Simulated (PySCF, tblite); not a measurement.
# C8H10: a rotation path, then NMR shifts on frames

Aim: move C8H10 (`C#C/C=C/CCC=C`) away from its starting geometry and see how NMR shifts follow the geometry.

Programs: tblite 0.8.0 and PySCF 2.14.0, with density-fitted response routines of our own. Each step states its level of theory. These are calculated values for one molecule in the gas phase, unless marked as measured. Atoms count from 0, in the outputs and in this text.

**1. The molecule as given**

18 atoms, charge 0, multiplicity 1; geometry from: GFN2-xTB.

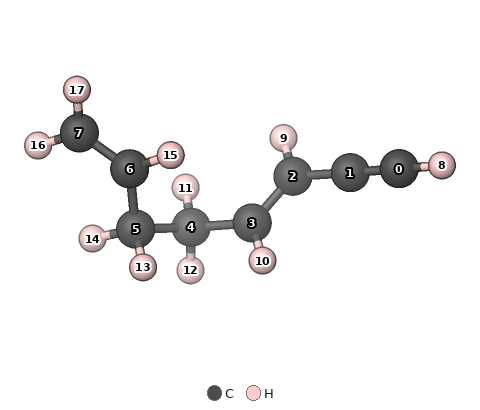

The starting geometry (carbon dark grey, hydrogen pink), atoms numbered.

**2. The rotation path with GFN2-xTB**

Job settings and geometry (Å):

```
{"job": {"kind": "neb", "xc": "GFN2-xTB", "basis": "xTB", "atoms": [3, 4, 5, 6], "turn": 120}, "charge": 0, "multiplicity": 1}
C      3.829324     1.513285    -0.902119
C      2.913164     0.751859    -0.748147
C      1.835913    -0.143327    -0.591247
C      1.113550    -0.235224     0.523196
C     -0.035581    -1.168731     0.703950
C     -1.338098    -0.411490     1.017614
C     -1.772163     0.425545    -0.143159
C     -2.935434     0.306568    -0.754239
H      4.631518     2.176546    -1.030910
H      1.620040    -0.771407    -1.447556
H      1.343281     0.403477     1.366953
H     -0.176471    -1.772453    -0.195266
H      0.180561    -1.843007     1.538952
H     -1.168774     0.234376     1.884647
H     -2.121913    -1.127352     1.273128
H     -1.047383     1.156503    -0.479115
H     -3.670299    -0.416980    -0.438807
H     -3.209996     0.928129    -1.589532
```

Level: GFN2-xTB climbing-image nudged elastic band, gas phase.

Command:

```bash
$ OMP_NUM_THREADS=1 python probes_run.py task.json out
```

One launch serves the whole session: the jobs run in the order shown.

Output:

```text
image   E - E0 / eV
  0      -0.0000
  1       0.0214
  2       0.0618
  3       0.0976
  4       0.1080
  5       0.0883
  6       0.0519
  7       0.0201
  8       0.0077
```

Run time: 14 s. Hardware: 1 thread, shared host.

The final band, with the dihedral C3–C4–C5–C6:

| image | dihedral (°) | energy (eV) | energy (kcal/mol) |
| --- | --- | --- | --- |
| 0 | 66 | 0.000 | 0.0 |
| 1 | 80 | 0.021 | 0.5 |
| 2 | 95 | 0.062 | 1.4 |
| 3 | 109 | 0.098 | 2.2 |
| 4 | 124 | 0.108 | 2.5 |
| 5 | 139 | 0.088 | 2.0 |
| 6 | 153 | 0.052 | 1.2 |
| 7 | 167 | 0.020 | 0.5 |
| 8 | 181 | 0.008 | 0.2 |

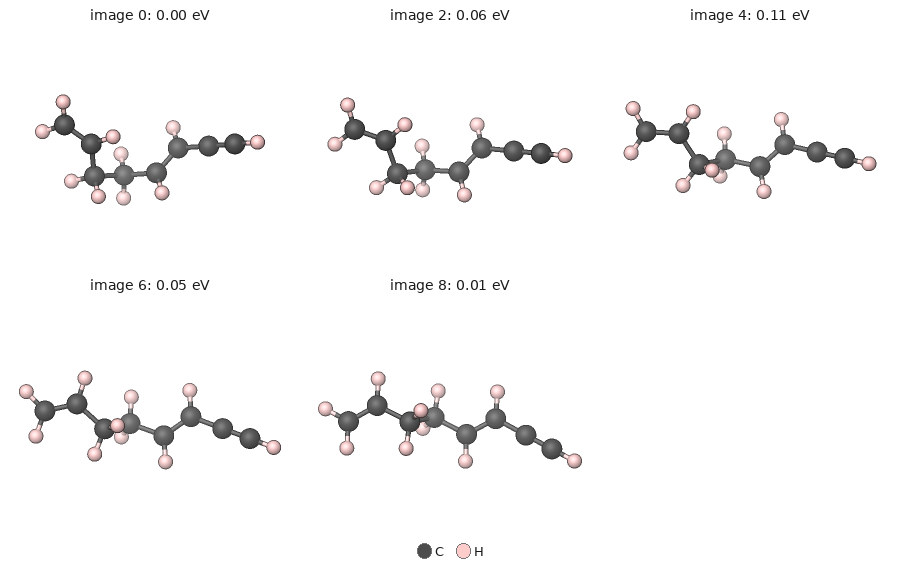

Images along the band.

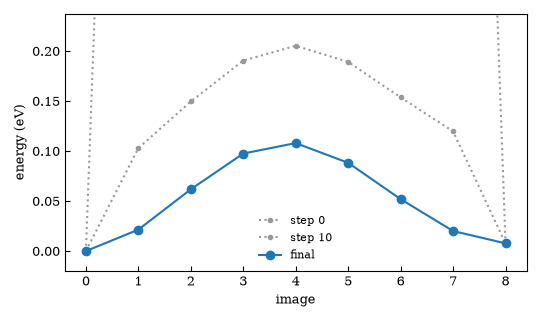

Energy along the band, early and final.

**3. Shielding tensors: image 0, PBE0/pcSseg-1**

Job settings and geometry (Å):

```
{"job": {"kind": "nmr", "xc": "PBE0", "basis": "pcSseg-1", "pop": false}, "charge": 0, "multiplicity": 1}
C      3.829300     1.513300    -0.902100
C      2.913200     0.751900    -0.748100
C      1.835900    -0.143300    -0.591200
C      1.113600    -0.235200     0.523200
C     -0.035600    -1.168700     0.704000
C     -1.338100    -0.411500     1.017600
C     -1.772200     0.425500    -0.143200
C     -2.935400     0.306600    -0.754200
H      4.631500     2.176500    -1.030900
H      1.620000    -0.771400    -1.447600
H      1.343300     0.403500     1.367000
H     -0.176500    -1.772500    -0.195300
H      0.180600    -1.843000     1.539000
H     -1.168800     0.234400     1.884600
H     -2.121900    -1.127400     1.273100
H     -1.047400     1.156500    -0.479100
H     -3.670300    -0.417000    -0.438800
H     -3.210000     0.928100    -1.589500
```

Level: GIAO PBE0/pcSseg-1 NMR shielding, non-relativistic, gas phase.

Output:

```text
coarse grid: 14888 points
cycle   1  E = -310.2263081250  dE =  1.008e+00  |g| = 4.393e-01  |ddm| = 3.941e+00
cycle   2  E = -310.2388936381  dE = -1.259e-02  |g| = 3.909e-01  |ddm| = 9.496e-01
cycle   3  E = -310.2799266788  dE = -4.103e-02  |g| = 3.262e-02  |ddm| = 4.009e-01
cycle   4  E = -310.2801236122  dE = -1.969e-04  |g| = 1.702e-02  |ddm| = 4.682e-02
cycle   5  E = -310.2801894817  dE = -6.587e-05  |g| = 5.769e-03  |ddm| = 2.023e-02
cycle   6  E = -310.2801969792  dE = -7.498e-06  |g| = 1.899e-03  |ddm| = 6.175e-03
final grid: 143384 points
cycle   7  E = -310.3312707371  dE = -3.896e-05  |g| = 8.988e-03  |ddm| = 5.560e-02
cycle   8  E = -310.3312557954  dE =  1.494e-05  |g| = 1.162e-02  |ddm| = 1.868e-02
cycle   9  E = -310.3312909607  dE = -3.517e-05  |g| = 2.618e-03  |ddm| = 1.158e-02
cycle  10  E = -310.3312927872  dE = -1.827e-06  |g| = 3.033e-04  |ddm| = 2.273e-03
cycle  11  E = -310.3312927981  dE = -1.085e-08  |g| = 2.219e-04  |ddm| = 3.993e-04
cycle  12  E = -310.3312928098  dE = -1.174e-08  |g| = 5.569e-05  |ddm| = 1.880e-04
cycle  13  E = -310.3312928106  dE = -7.400e-10  |g| = 1.136e-05  |ddm| = 5.291e-05
converged SCF energy = -310.3312928106

GIAO shielding tensors (ppm)
atom      isotropic    diamagn.    paramagn.     s11        s22        s33       span
  0 C      100.378     257.246    -156.868     40.310     50.989    209.833    169.524
  1 C      100.198     251.307    -151.109      0.553      1.026    299.014    298.461
  2 C       69.081     257.525    -188.444    -35.209     91.789    150.663    185.872
  3 C       29.886     257.247    -227.361    -93.010     36.321    146.346    239.356
  4 C      146.866     247.949    -101.083    133.695    148.206    158.697     25.002
  5 C      148.284     248.534    -100.249    138.779    147.574    158.500     19.720
  6 C       39.760     256.947    -217.186    -87.261     42.678    163.864    251.125
  7 C       65.685     252.565    -186.880    -45.007     85.001    157.060    202.067
  8 H       29.150      33.448      -4.298     25.164     25.296     36.989     11.825
  9 H       25.962      30.331      -4.369     23.318     25.080     29.487      6.169
 10 H       25.191      32.716      -7.525     21.646     24.910     29.018      7.371
 11 H       29.736      31.964      -2.228     26.312     29.749     33.148      6.836
 12 H       29.066      29.976      -0.909     24.533     27.956     34.710     10.177
 13 H       29.422      30.958      -1.536     26.100     28.134     34.033      7.933
 14 H       29.561      31.483      -1.922     25.895     28.405     34.381      8.486
 15 H       25.457      33.436      -7.979     22.603     23.707     30.062      7.458
 16 H       26.327      30.127      -3.800     22.938     25.722     30.323      7.385
 17 H       26.447      29.821      -3.374     23.471     25.353     30.516      7.045
```

Run time: 70 s. Hardware: 1 thread, shared host.

The references, computed at this level on geometries of the same kind, shield at (ppm): 1H TMS 31.72, 13C TMS 186.9. Their shielding less the atom's gives the shift. The references are single molecules in the gas phase. Each atom is listed at this fixed geometry, with no averaging over motion; a spectrum would average atoms that exchange fast.

| atoms | environment | σ (ppm) | δ (ppm) |
| --- | --- | --- | --- |
| C3 | alkene CH | 29.9 | 157.0 |
| C6 | alkene CH | 39.8 | 147.2 |
| C7 | terminal =CH2 carbon | 65.7 | 121.2 |
| C2 | alkene CH | 69.1 | 117.8 |
| C1 | alkyne carbon | 100.2 | 86.7 |
| C0 | terminal alkyne carbon | 100.4 | 86.5 |
| C4 | allylic sp3 CH2 | 146.9 | 40.1 |
| C5 | allylic sp3 CH2 | 148.3 | 38.6 |
| H10 | hydrogen on an alkene CH | 25.19 | 6.53 |
| H15 | hydrogen on an alkene CH | 25.46 | 6.26 |
| H9 | hydrogen on an alkene CH | 25.96 | 5.76 |
| H16 | hydrogen on a terminal =CH2 carbon | 26.33 | 5.39 |
| H17 | hydrogen on a terminal =CH2 carbon | 26.45 | 5.27 |
| H12 | hydrogen on an allylic sp3 CH2 | 29.07 | 2.65 |
| H8 | hydrogen on a terminal alkyne carbon | 29.15 | 2.57 |
| H13 | hydrogen on an allylic sp3 CH2 | 29.42 | 2.29 |
| H14 | hydrogen on an allylic sp3 CH2 | 29.56 | 2.16 |
| H11 | hydrogen on an allylic sp3 CH2 | 29.74 | 1.98 |

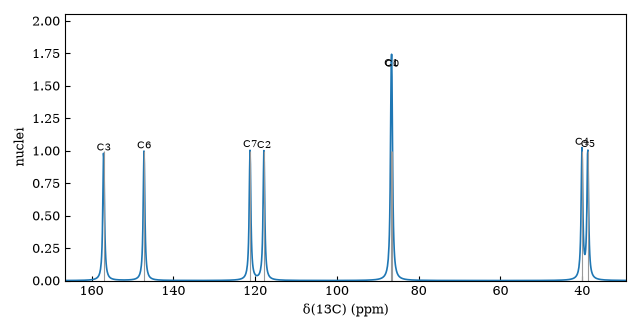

13C lines at the computed shifts, without couplings. Lines are broadened to a width of 0.47 ppm (Lorentzian).

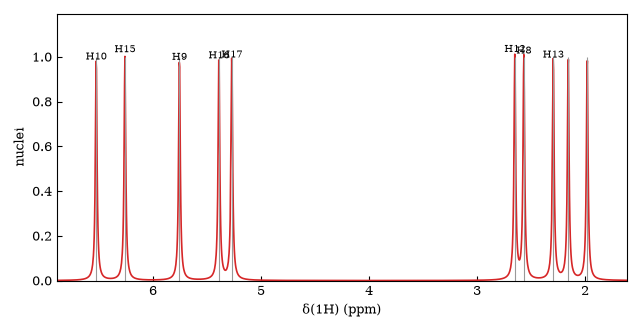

1H lines at the computed shifts, without couplings. Lines are broadened to a width of 0.02 ppm (Lorentzian).

**4. Nuclear shieldings: image 2, PBE0/pcSseg-1**

Job settings and geometry (Å):

```
{"job": {"kind": "nmr", "xc": "PBE0", "basis": "pcSseg-1", "pop": false}, "charge": 0, "multiplicity": 1}
C      4.149100     1.388900    -0.586600
C      3.139300     0.738800    -0.591100
C      1.961800    -0.036900    -0.609100
C      1.197200    -0.226900     0.463700
C     -0.046300    -1.049100     0.488700
C     -1.272000    -0.210700     0.915600
C     -2.006500     0.313700    -0.276400
C     -3.273000     0.065800    -0.553300
H      5.030600     1.958100    -0.578300
H      1.711200    -0.489000    -1.561200
H      1.468600     0.238300     1.403400
H     -0.229500    -1.493300    -0.492100
H      0.091000    -1.865200     1.203900
H     -0.926100     0.634000     1.518700
H     -1.944600    -0.808800     1.531900
H     -1.414600     0.924700    -0.945800
H     -3.892100    -0.541900     0.087500
H     -3.752600     0.465900    -1.431000
```

Level: GIAO PBE0/pcSseg-1 NMR shielding, non-relativistic, gas phase.

Output:

```text
coarse grid: 14888 points
cycle   1  E = -310.2235853314  dE =  1.003e+00  |g| = 4.386e-01  |ddm| = 3.931e+00
cycle   2  E = -310.2364881286  dE = -1.290e-02  |g| = 3.887e-01  |ddm| = 9.442e-01
cycle   3  E = -310.2770703281  dE = -4.058e-02  |g| = 3.279e-02  |ddm| = 3.963e-01
cycle   4  E = -310.2772469300  dE = -1.766e-04  |g| = 1.964e-02  |ddm| = 4.810e-02
cycle   5  E = -310.2773341739  dE = -8.724e-05  |g| = 7.468e-03  |ddm| = 2.338e-02
cycle   6  E = -310.2773476411  dE = -1.347e-05  |g| = 2.244e-03  |ddm| = 7.810e-03
cycle   7  E = -310.2773488650  dE = -1.224e-06  |g| = 7.171e-04  |ddm| = 1.969e-03
final grid: 143384 points
cycle   8  E = -310.3287028147  dE = -4.159e-05  |g| = 7.729e-03  |ddm| = 5.193e-02
cycle   9  E = -310.3287012004  dE =  1.614e-06  |g| = 8.197e-03  |ddm| = 1.493e-02
cycle  10  E = -310.3287183294  dE = -1.713e-05  |g| = 1.632e-03  |ddm| = 7.946e-03
cycle  11  E = -310.3287190285  dE = -6.991e-07  |g| = 2.605e-04  |ddm| = 1.604e-03
cycle  12  E = -310.3287190414  dE = -1.286e-08  |g| = 1.230e-04  |ddm| = 2.833e-04
cycle  13  E = -310.3287190445  dE = -3.093e-09  |g| = 5.878e-05  |ddm| = 1.279e-04
cycle  14  E = -310.3287190453  dE = -8.692e-10  |g| = 9.587e-06  |ddm| = 4.863e-05
converged SCF energy = -310.3287190453

GIAO shielding tensors (ppm)
atom      isotropic    diamagn.    paramagn.     s11        s22        s33       span
  0 C      100.693     257.213    -156.520     40.238     50.909    210.932    170.694
  1 C      100.084     250.793    -150.709      0.499      0.858    298.897    298.398
  2 C       71.238     257.208    -185.971    -29.987     93.379    150.320    180.307
  3 C       28.392     257.072    -228.679    -95.384     36.259    144.302    239.686
  4 C      148.671     248.301     -99.630    134.616    146.289    165.107     30.490
  5 C      149.325     248.612     -99.286    139.441    148.922    159.613     20.172
  6 C       39.929     256.139    -216.210    -87.157     43.380    163.564    250.720
  7 C       66.505     252.014    -185.509    -43.539     85.705    157.348    200.887
  8 H       29.168      33.316      -4.148     25.141     25.314     37.049     11.909
  9 H       26.038      30.251      -4.213     23.256     25.372     29.486      6.229
 10 H       25.171      32.340      -7.169     21.690     24.588     29.236      7.546
 11 H       29.890      32.315      -2.424     26.826     30.087     32.758      5.932
 12 H       28.988      30.661      -1.673     24.216     28.384     34.365     10.149
 13 H       29.626      31.688      -2.062     26.049     29.149     33.679      7.630
 14 H       29.477      32.112      -2.635     25.487     28.685     34.261      8.774
 15 H       25.507      32.968      -7.461     22.763     24.016     29.742      6.978
 16 H       26.369      29.969      -3.600     23.035     25.693     30.378      7.343
 17 H       26.460      28.983      -2.523     23.599     25.292     30.490      6.891
```

It took 68 s on 1 thread, shared host.

Key values: δ C3 158.5, C6 147.0, C7 120.4, C2 115.7, H10 6.55, H15 6.21 ppm.

(Part 1 of 2 ends here.)
